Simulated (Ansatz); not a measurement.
# CH9B2GaSi: from a rough start to a minimum

The task is to find a stationary geometry of CH9B2GaSi, then compute its harmonic vibrations to see whether it is a minimum and to get the zero-point energy and entropy, and look at its orbitals and charge.

Method: RKS PBE0-D4/def2-TZVP; program: Ansatz 0.2.0, Gaussian basis.

Levels to be run: relaxation at PBE0-D4/def2-TZVP; harmonic vibrations at the same level; a single point in def2-TZVPP for the fields.

## (1) Where the work starts

14 atoms, charge 0, spin multiplicity 1.

Atoms are counted from 1 here; the program's logs count them from 0.

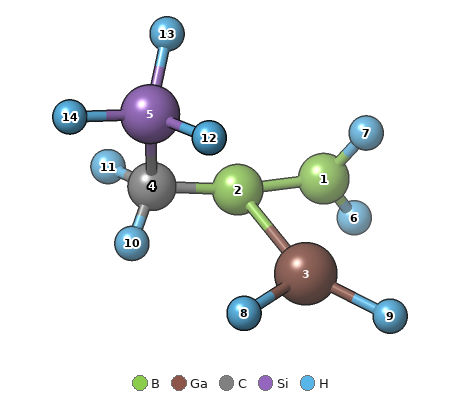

Start geometry, drawn with boron green, gallium brown, carbon grey, silicon purple, hydrogen blue; atoms are numbered from 1 in the order of the file.

Coordinates:

```mol
CH9B2GaSi
  3D, bonds by distance, orders not assigned

 14 13  0  0  0  0  0  0  0  0999 V2000
   -0.7052    0.6683    1.9432 B   0  0
   -0.3004   -0.3660    0.8748 B   0  0
   -1.6837    1.0010   -0.2606 Ga  0  0
    0.3214   -1.3543   -0.1067 C   0  0
    1.7836   -0.4340   -0.9558 Si  0  0
   -1.6629    0.5804    2.6323 H   0  0
   -0.1047    1.6879    2.0385 H   0  0
   -1.7216    0.5232   -1.8378 H   0  0
   -2.7219    2.2567   -0.2219 H   0  0
   -0.3632   -1.6169   -0.9249 H   0  0
    0.7069   -2.2814    0.3192 H   0  0
    1.3190    0.8373   -1.5371 H   0  0
    2.8316   -0.1793    0.0383 H   0  0
    2.3011   -1.3228   -2.0014 H   0  0
  1  2  8  0
  2  3  8  0
  2  4  8  0
  4  5  8  0
  1  6  8  0
  1  7  8  0
  3  8  8  0
  3  9  8  0
  4 10  8  0
  4 11  8  0
  5 12  8  0
  5 13  8  0
  5 14  8  0
M  END
```

The start is a GFN2-xTB geometry.

## (2) Relaxation at PBE0-D4/def2-TZVP

The input, in.yaml:

```yaml
crystal:
  periodic: [false, false, false]
  atoms:
    - {symbol: B, position_ang: [-0.705180, 0.668260, 1.943160]}
    - {symbol: B, position_ang: [-0.300350, -0.366020, 0.874760]}
    - {symbol: Ga, position_ang: [-1.683700, 1.000960, -0.260600]}
    - {symbol: C, position_ang: [0.321370, -1.354340, -0.106730]}
    - {symbol: Si, position_ang: [1.783570, -0.434000, -0.955810]}
    - {symbol: H, position_ang: [-1.662940, 0.580410, 2.632280]}
    - {symbol: H, position_ang: [-0.104660, 1.687870, 2.038520]}
    - {symbol: H, position_ang: [-1.721590, 0.523180, -1.837760]}
    - {symbol: H, position_ang: [-2.721910, 2.256720, -0.221910]}
    - {symbol: H, position_ang: [-0.363190, -1.616870, -0.924900]}
    - {symbol: H, position_ang: [0.706860, -2.281430, 0.319220]}
    - {symbol: H, position_ang: [1.319040, 0.837310, -1.537130]}
    - {symbol: H, position_ang: [2.831570, -0.179300, 0.038300]}
    - {symbol: H, position_ang: [2.301100, -1.322760, -2.001400]}
basis:
  gaussian: {orbitals: def2-TZVP}
hamiltonian: {xc: pbe0, dispersion: d4}
relax: {f_tol: 0.005, max_steps: 150}
```

On the command line:

```
$ ansatz run in.yaml --threads 2 --pin off --events-out ev --progress --plain --max-ram 32768MiB --backend cuda --devices 0, --max-vram 18GiB
```

Standard output (excerpt; [...] marks lines left out):

```text
Functional definition: PBE0
  name "PBE0"
  cite "Adamo & Barone, J. Chem. Phys. 110, 6158 (1999) doi:10.1063/1.478522"
  cite "Perdew, Burke & Ernzerhof, Phys. Rev. Lett. 77, 3865 (1996) doi:10.1103/PhysRevLett.77.3865"
  parent pbe
[...]
1595 factors; their error is unknown
[...]
mean field -62777.48139181 eV, -2307.0298890437 hartree, gradient 1.9e-5 eV, S^2 0.000000; 0 other end points of the search recorded, 0 dependent functions left out
[...]
reference -62777.48143510 eV, -2307.0298906347 hartree; 35, 35 occupied and 197, 197 virtual orbitals, 1595 factors
relax step   1: F+E_penalty+E_count = -62777.78645679 eV  Δ(F+E_penalty+E_count) = +0.000e0 eV  max|allowed force component| = 8.061e-1 eV/Å  Δτ_max = 0.0000 Å  (29 SCF iters, accepted)
[...]
relax step   7: F+E_penalty+E_count = -62778.04864410 eV  Δ(F+E_penalty+E_count) = -9.143e-5 eV  max|allowed force component| = 1.262e-1 eV/Å  Δτ_max = 0.0722 Å  (32 SCF iters, accepted)
[...]
relax step  13: F+E_penalty+E_count = -62778.06603144 eV  Δ(F+E_penalty+E_count) = -1.716e-3 eV  max|allowed force component| = 2.573e-1 eV/Å  Δτ_max = 0.1951 Å  (31 SCF iters, accepted)
[...]
relax step  19: F+E_penalty+E_count = -62778.07459371 eV  Δ(F+E_penalty+E_count) = -2.150e-4 eV  max|allowed force component| = 1.208e-2 eV/Å  Δτ_max = 0.0122 Å  (34 SCF iters, accepted)
[...]
reference -62777.77698731 eV, -2307.0407519779 hartree; 35, 35 occupied and 197, 197 virtual orbitals, 1595 factors
Total energy: -62778.07564526 eV, -2307.0517274552 hartree
Atom 0 at    -0.775372     0.744137     1.707495 Å, force    -0.000401    -0.002062     0.000674 eV/Å
Atom 1 at    -0.271664    -0.390271     0.802368 Å, force    -0.000076    -0.000081     0.001039 eV/Å
Atom 2 at    -1.899517     1.156465    -0.105121 Å, force     0.000904     0.001287     0.001039 eV/Å
Atom 3 at     0.332294    -1.391001    -0.152518 Å, force    -0.000553     0.000088     0.000352 eV/Å
Atom 4 at     1.863844    -0.563513    -0.921787 Å, force     0.001502     0.000816    -0.000599 eV/Å
Atom 5 at    -1.534795     0.699461     2.627693 Å, force     0.000001     0.000527     0.000302 eV/Å
Atom 6 at    -0.265664     1.824456     1.418482 Å, force     0.000339     0.000002    -0.000548 eV/Å
Atom 7 at    -1.378275     1.128672    -1.597573 Å, force    -0.001002     0.000614    -0.000685 eV/Å
Atom 8 at    -3.272236     1.860339     0.183937 Å, force    -0.000391    -0.000359    -0.001142 eV/Å
Atom 9 at    -0.319112    -1.718516    -0.967661 Å, force    -0.000131    -0.000018    -0.000188 eV/Å
Atom 10 at     0.727680    -2.264088     0.379132 Å, force     0.000130    -0.000165     0.000015 eV/Å
Atom 11 at     1.522022     0.769871    -1.473163 Å, force    -0.000076    -0.000726    -0.000182 eV/Å
Atom 12 at     2.912690    -0.420456     0.116659 Å, force    -0.000349     0.000222    -0.000515 eV/Å
Atom 13 at     2.358094    -1.435565    -2.017943 Å, force     0.000103    -0.000144     0.000438 eV/Å
Dipole moment:     0.173243    -0.431469    -0.299343 e Å
```

It took 45 s on 1 × H100 (card shared with other runs) with 2 threads of AMD EPYC 7R13, shared host; peak host memory 0.91 GiB.

Step by step: (the energy doesn't fall at every step)

| step | energy from step 1 (eV) | largest force component (eV/Å) |
| --- | --- | --- |
| 1 | 0.0000 | 0.8061 |
| 2 | -0.1809 | 0.3618 |
| 3 | -0.2338 | 0.3422 |
| 4 | -0.2423 | 0.3097 |
| 5 | -0.2597 | 0.1201 |
| 6 | -0.2621 | 0.0633 |
| 7 | -0.2622 | 0.1262 |
| 8 | -0.2640 | 0.0893 |
| 9 | -0.2653 | 0.0721 |
| 10 | -0.2665 | 0.2198 |
| 11 | -0.2694 | 0.1377 |
| 12 | -0.2779 | 0.1223 |
| 13 | -0.2796 | 0.2573 |
| 14 | -0.2840 | 0.1043 |
| 15 | -0.2683 | 0.4588 |
| 16 | -0.2864 | 0.0799 |
| 17 | -0.2874 | 0.0412 |
| 18 | -0.2879 | 0.0183 |
| 19 | -0.2881 | 0.0121 |
| 20 | -0.2886 | 0.0131 |
| 21 | -0.2888 | 0.0110 |
| 22 | -0.2889 | 0.0139 |
| 23 | -0.2890 | 0.0151 |
| 24 | -0.2890 | 0.0215 |
| 25 | -0.2891 | 0.0113 |
| 26 | -0.2891 | 0.0058 |
| 27 | -0.2891 | 0.0021 |

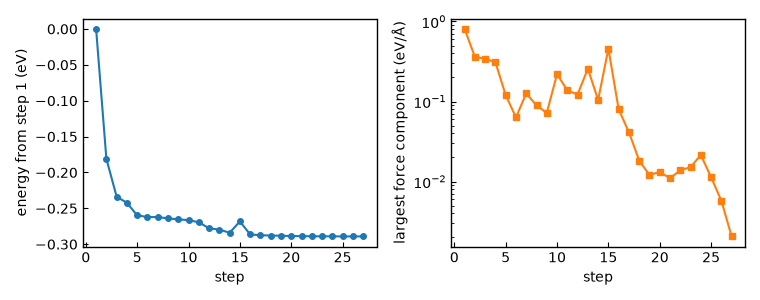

Energy and largest force along the relaxation.

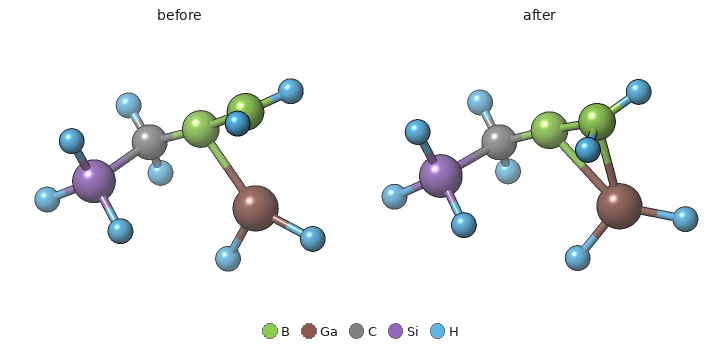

Before and after, at one scale.

Close pairs (by a distance rule), those that changed most:

| bond | before (Å) | after (Å) | change (Å) |
| --- | --- | --- | --- |
| B1–Ga3 | 2.434 | 2.172 | -0.262 |
| B2–Ga3 | 2.252 | 2.422 | +0.170 |
| Ga3–H8 | 1.648 | 1.581 | -0.067 |
| Ga3–H9 | 1.630 | 1.570 | -0.060 |
| B1–H7 | 1.187 | 1.229 | +0.042 |
| C4–Si5 | 1.925 | 1.903 | -0.022 |
| Si5–H14 | 1.467 | 1.485 | +0.019 |
| Si5–H13 | 1.467 | 1.483 | +0.016 |

Mulliken charges at the end point, from the run's report:

B1 -0.34; B2 0.08; Ga3 0.17; C4 -0.30; Si5 0.15; H6 0.04; H7 0.04; H8 -0.09; H9 -0.06; H10 0.16; H11 0.17; H12 0.00; H13 0.00; H14 -0.02

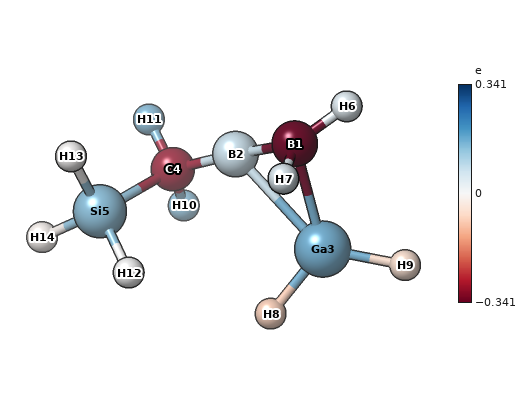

Mulliken charges at the end point, from the run's report, as colours on the atoms.

## (3) Force constants and modes

The input, in.yaml:

```yaml
crystal:
  periodic: [false, false, false]
  atoms:
    - {symbol: B, position_ang: [-0.775372, 0.744137, 1.707495]}
    - {symbol: B, position_ang: [-0.271664, -0.390271, 0.802368]}
    - {symbol: Ga, position_ang: [-1.899517, 1.156465, -0.105121]}
    - {symbol: C, position_ang: [0.332294, -1.391001, -0.152518]}
    - {symbol: Si, position_ang: [1.863844, -0.563513, -0.921787]}
    - {symbol: H, position_ang: [-1.534795, 0.699461, 2.627693]}
    - {symbol: H, position_ang: [-0.265664, 1.824456, 1.418482]}
    - {symbol: H, position_ang: [-1.378275, 1.128672, -1.597573]}
    - {symbol: H, position_ang: [-3.272236, 1.860339, 0.183937]}
    - {symbol: H, position_ang: [-0.319112, -1.718516, -0.967661]}
    - {symbol: H, position_ang: [0.727680, -2.264088, 0.379132]}
    - {symbol: H, position_ang: [1.522022, 0.769871, -1.473163]}
    - {symbol: H, position_ang: [2.912690, -0.420456, 0.116659]}
    - {symbol: H, position_ang: [2.358094, -1.435565, -2.017943]}
basis:
  gaussian: {orbitals: def2-TZVP}
hamiltonian: {xc: pbe0, dispersion: d4}
phonons: {temperatures: {t_min: 298.15, t_max: 900, t_step: 200}}
```

Launched as before.

Standard output (excerpt; [...] marks lines left out):

```text
Functional definition: PBE0
  name "PBE0"
  cite "Adamo & Barone, J. Chem. Phys. 110, 6158 (1999) doi:10.1063/1.478522"
  cite "Perdew, Burke & Ernzerhof, Phys. Rev. Lett. 77, 3865 (1996) doi:10.1103/PhysRevLett.77.3865"
  parent pbe
[...]
1595 factors; their error is unknown
[...]
mean field -62777.77694590 eV, -2307.0407504565 hartree, gradient 1.3e-5 eV, S^2 0.000000; 0 other end points of the search recorded, 0 dependent functions left out
[...]
reference -62777.77698862 eV, -2307.0407520262 hartree; 35, 35 occupied and 197, 197 virtual orbitals, 1595 factors
[...]
1595 factors; their error is unknown
mean field -62777.77686068 eV, -2307.0407473245 hartree, gradient 1.4e-6 eV, S^2 0.000000; 0 other end points of the search recorded, 0 dependent functions left out
[...]
reference -62777.77690339 eV, -2307.0407488942 hartree; 35, 35 occupied and 197, 197 virtual orbitals, 1595 factors
[...]
Atom 7 at    -1.378275     1.128672    -1.597573 Å, force    -0.001078     0.000413    -0.000653 eV/Å
Atom 8 at    -3.272236     1.860339     0.183937 Å, force    -0.000390    -0.000352    -0.001148 eV/Å
Atom 9 at    -0.319112    -1.718516    -0.967661 Å, force    -0.000246    -0.000042    -0.000286 eV/Å
Atom 10 at     0.727680    -2.264088     0.379132 Å, force     0.000155    -0.000170    -0.000031 eV/Å
Atom 11 at     1.522022     0.769871    -1.473163 Å, force     0.000115    -0.000678    -0.000213 eV/Å
Atom 12 at     2.912690    -0.420456     0.116659 Å, force    -0.000299     0.000232    -0.000591 eV/Å
Atom 13 at     2.358094    -1.435565    -2.017943 Å, force     0.000118    -0.000129     0.000459 eV/Å
Dipole moment:     0.173240    -0.431475    -0.299336 e Å
Vibrations: 59.72 72.58 105.63 135.76 164.16 255.24 288.97 327.20 400.29 473.46 533.75 565.89 592.13 617.04 703.13 745.83 761.13 799.05 816.83 921.07 943.10 950.59 988.69 1044.81 1055.04 1366.13 1455.30 1916.62 1955.04 2231.66 2247.86 2253.32 2396.10 2642.06 3052.89 3114.41 cm⁻¹, [...]
```

It took 2.6 min on 1 × H100 (card shared with other runs) with 2 threads of AMD EPYC 7R13, shared host; peak host memory 0.91 GiB.

Motions are named by where the mode's potential energy lies. The modes, unscaled (a negative number is an imaginary wavenumber):

| mode | cm⁻¹ | motion |
| --- | --- | --- |
| 1 | 60 | bend with torsion |
| 2 | 73 | torsion |
| 3 | 106 | torsion with bend |
| 4 | 136 | bend with Ga–B stretch |
| 5 | 164 | bend |
| 6 | 255 | bend |
| 7 | 289 | bend with Ga–B stretch |
| 8 | 327 | bend |
| 9 | 400 | bend with Ga–B stretch |
| 10 | 473 | bend |
| 11 | 534 | bend with torsion |
| 12 | 566 | bend |
| 13 | 592 | Si–C stretch with bend |
| 14 | 617 | bend |
| 15 | 703 | bend with Si–C stretch |
| 16 | 746 | bend |
| 17 | 761 | bend |
| 18 | 799 | bend with B–C stretch |
| 19 | 817 | bend with torsion |
| 20 | 921 | bend |
| 21 | 943 | bend with torsion |
| 22 | 951 | bend with torsion |
| 23 | 989 | bend |
| 24 | 1045 | bend |
| 25 | 1055 | bend |
| 26 | 1366 | bend |
| 27 | 1455 | B–C and B–B stretch |
| 28 | 1917 | Ga–H stretch |
| 29 | 1955 | Ga–H stretch |
| 30 | 2232 | Si–H stretch |
| 31 | 2248 | Si–H stretch |
| 32 | 2253 | Si–H stretch |
| 33 | 2396 | B–H stretch |
| 34 | 2642 | B–H stretch |
| 35 | 3053 | C–H stretch |
| 36 | 3114 | C–H stretch |

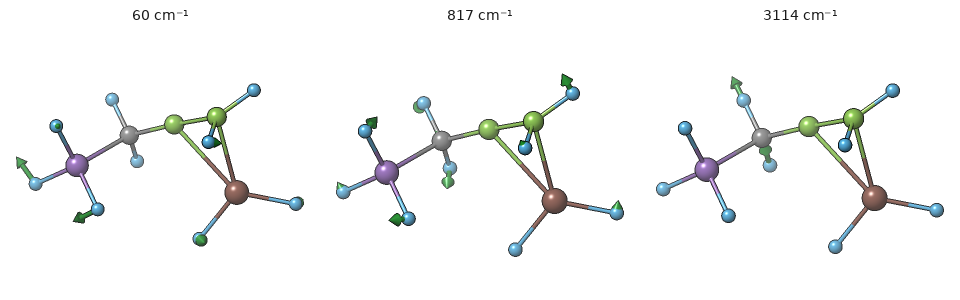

How the atoms move in 3 of the modes.

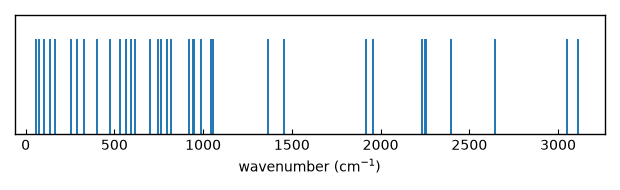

The harmonic wavenumbers as sticks (no intensities were computed).

From these modes and the moments of inertia (298.15 K, 1 bar, symmetry number 1):

| term | value |
| --- | --- |
| zero-point energy | 55.7 kcal/mol |
| H(298) − E | 62.4 kcal/mol |
| entropy, translation | 170.5 J/(mol K) |
| entropy, rotation | 119.4 J/(mol K) |
| entropy, vibration | 113.9 J/(mol K) |
| entropy, total | 403.8 J/(mol K) |

## (4) A single point for the fields

in.yaml: that of step 3 with these lines changed.

```diff
@@ -18,4 +18,4 @@
 basis:
-  gaussian: {orbitals: def2-TZVP}
+  gaussian: {orbitals: def2-TZVPP}
 hamiltonian: {xc: pbe0, dispersion: d4}
-phonons: {temperatures: {t_min: 298.15, t_max: 900, t_step: 200}}
+output: {orbitals: {seedname: orbitals}}
```

Launched as before.

Standard output:

```text
Functional definition: PBE0
  name "PBE0"
  cite "Adamo & Barone, J. Chem. Phys. 110, 6158 (1999) doi:10.1063/1.478522"
  cite "Perdew, Burke & Ernzerhof, Phys. Rev. Lett. 77, 3865 (1996) doi:10.1103/PhysRevLett.77.3865"
  parent pbe
  parameter a = 0.25
  parameter kappa = 0.804
  parameter beta = 0.06672455060314922
  exchange = (1 - a)*pbe_x(kappa = kappa, mu = beta*pi^2/3) + a*exact_x
  correlation = pbe_c(beta = beta)
1753 factors; their error is unknown
mean field evaluation 1: about -62769.3542 eV, gradient 6.0e1 eV
mean field evaluation 2: about -62766.6178 eV, gradient 6.7e1 eV
mean field evaluation 4: about -62777.5984 eV, gradient 4.1e0 eV
mean field evaluation 8: about -62777.6368 eV, gradient 7.0e-2 eV
mean field evaluation 16: about -62777.8329 eV, gradient 3.0e-5 eV
mean field -62777.83289789 eV, -2307.0428066540 hartree, gradient 3.0e-5 eV, S^2 0.000000; 0 other end points of the search recorded, 0 dependent functions left out
reference -62777.83294049 eV, -2307.0428082193 hartree; 35, 35 occupied and 274, 274 virtual orbitals, 1753 factors
Total energy: -62778.13159845 eV, -2307.0537836970 hartree
```

It took 4.5 s on 1 × H100 (card shared with other runs) with 2 threads of AMD EPYC 7R13, shared host; peak host memory 0.85 GiB.

Orbitals, density, ELF and potential are computed afterwards from the orbital file.

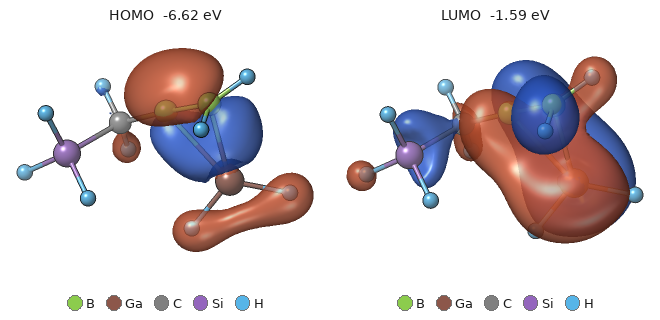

PBE0-D4/def2-TZVPP orbitals near the gap, drawn at the value that encloses 70 % of each; the two colours are the two signs.

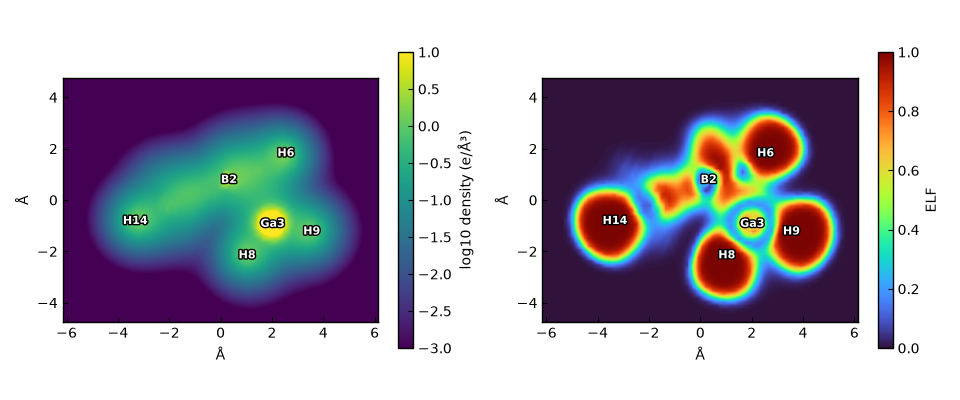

Density (left) and ELF (right) in a plane through or near 6 of the atoms.

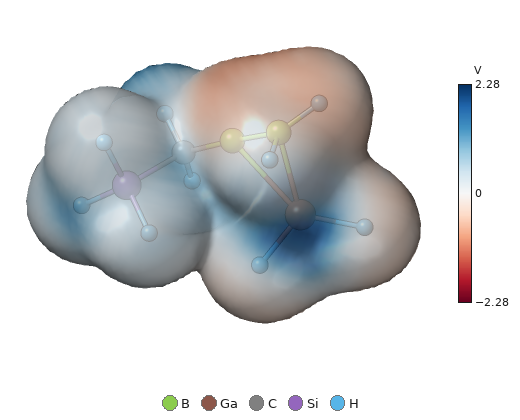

The potential that a unit positive charge feels on the 0.002 e/bohr³ surface, from the 1st to the 99th percentile, from -0.83 V near B1 to 2.28 V near Ga3.

## (5) Outcome

```
                  quantity            value
               point group               C1
                     steps               27
shift from the start (rms)          0.376 Å
              total energy   -62778.0756 eV
           dispersion term         -299 meV
             dipole moment           2.66 D
lowest, highest wavenumber    60, 3114 cm⁻¹
         zero-point energy    55.7 kcal/mol
       entropy at 298.15 K  403.8 J/(mol K)
                HOMO, LUMO  -6.62, -1.59 eV
```

**Reading.** The atoms moved 0.38 Å (rms) from the start; the bond that changed most is B1–Ga3, from 2.434 to 2.172 Å. The bonds at the end are not those of the start, so the run found another structure. All wavenumbers are real, so the end point is a minimum. The stiffest mode, 3114 cm⁻¹, is a C–H stretch, and 5 modes under 200 cm⁻¹ make the vibrational entropy uncertain. Harmonic hybrid wavenumbers usually lie a few per cent above measured fundamentals. The largest Mulliken charge, -0.34 e, sits on B1. The HOMO lies mostly on B1, B2 about 27 % each; Ga3 16 % and the LUMO on Ga3 26 %; B2 24 %.
